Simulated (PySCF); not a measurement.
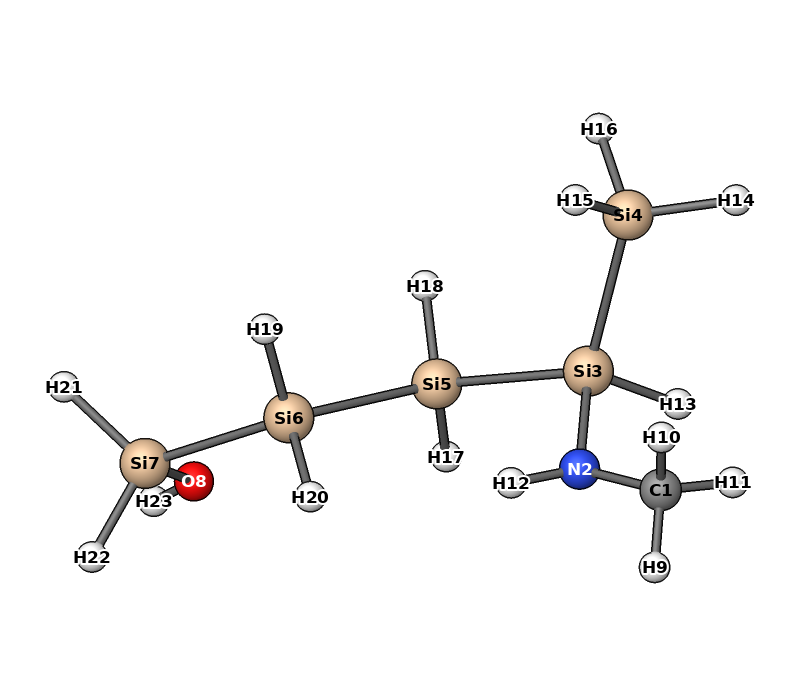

The questions are on isotropic NMR shieldings of the H atoms. The geometry was computed by an optimisation with GFN2-xTB. No frequency run is at hand to confirm it as a minimum. Method: GIAO PBE0/pcSseg-1 NMR shielding, non-relativistic, gas phase (PySCF 2.14.0).

Q: Which H atom is the most shielded (lowest chemical shift)?

A: H12 (32.48 ppm).

Q: Which H atom is the least shielded (highest chemical shift)?

A: H22 (26.00 ppm).

Q: How wide is the range of H shifts?

A: 6.48 ppm.

List the isotropic NMR shieldings of the H atoms.

```json
{"atom": "H9", "σ (ppm)": "28.73"}
{"atom": "H10", "σ (ppm)": "28.86"}
{"atom": "H11", "σ (ppm)": "29.28"}
{"atom": "H12", "σ (ppm)": "32.48"}
{"atom": "H13", "σ (ppm)": "26.24"}
{"atom": "H14", "σ (ppm)": "28.06"}
{"atom": "H15", "σ (ppm)": "28.23"}
{"atom": "H16", "σ (ppm)": "28.55"}
{"atom": "H17", "σ (ppm)": "27.92"}
{"atom": "H18", "σ (ppm)": "28.35"}
{"atom": "H19", "σ (ppm)": "28.45"}
{"atom": "H20", "σ (ppm)": "28.44"}
{"atom": "H21", "σ (ppm)": "26.05"}
{"atom": "H22", "σ (ppm)": "26.00"}
{"atom": "H23", "σ (ppm)": "31.37"}
```

The geometry is semi-empirical. Around Si such bond lengths and angles can be off by a tenth of an ångström or more and by several degrees, and values that hang on the shape move with them.
